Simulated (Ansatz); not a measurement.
System: C$_{2}$H$_{3}$Te (doublet).

The calculation's input:

```
crystal:
  periodic: [false, false, false]
  atoms:
    - { symbol: C, position_ang: [-0.3569, -0.07958, -1.0919] }
    - { symbol: C, position_ang: [-0.34483, 0.12555, 0.19522] }
    - { symbol: Te, position_ang: [0.61834, -0.64605, 1.8325] }
    - { symbol: H, position_ang: [-1.107, 0.38791, -1.71515] }
    - { symbol: H, position_ang: [0.37229, -0.67114, -1.64033] }
    - { symbol: H, position_ang: [0.8181, 0.88331, 2.41966] }
magnetization:
  spin_polarized: true
  initial_magnetization: 1
basis:
  gaussian: { orbitals: def2-SVP }
hamiltonian:
  xc: pbe0
relax:
  f_tol: 0.02
  max_steps: 50
output:
  orbitals: {}
```

Run with:

```sh
ansatz run input.yaml --threads 2 --pin off --max-ram 3072MiB --backend cpu --events-out ev --progress --plain --runs-dir out
```

The fields are those of the relaxed geometry.

Core potentials replace the inner electrons of Te.

Theory: UKS PBE0/def2-SVP (Ansatz 0.2.0).

Question: What will maps of the electron density, electron localisation function and spin density show?

Answer: C–C (1.32 Å): ρ at the midpoint is about 2.3 e/Å³; the ELF peaks at about 0.95 between the atoms; a multiple bond.
C–Te (2.06 Å): ρ at the midpoint is about 0.82 e/Å³; the ELF peaks at about 0.90 between the atoms; a covalent bond.
C–H (1.10 Å): ρ at the midpoint is about 1.9 e/Å³; the ELF climbs to about 1 towards the hydrogen, as it does in any bond to H; a covalent bond by its length.
The unpaired spin (1 electron) lies mostly on C2 (about 0.7) and Te3 (about 0.2), in electrons by Hirshfeld's partition.

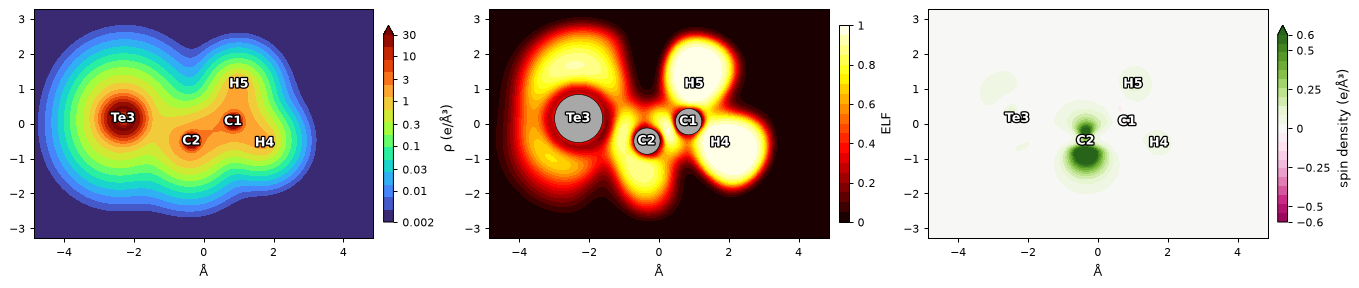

Computed electron density, electron localisation function and spin density on the plane of atoms C1, C2 and Te3, in this order. Grey discs cover the atomic cores in the ELF map. 
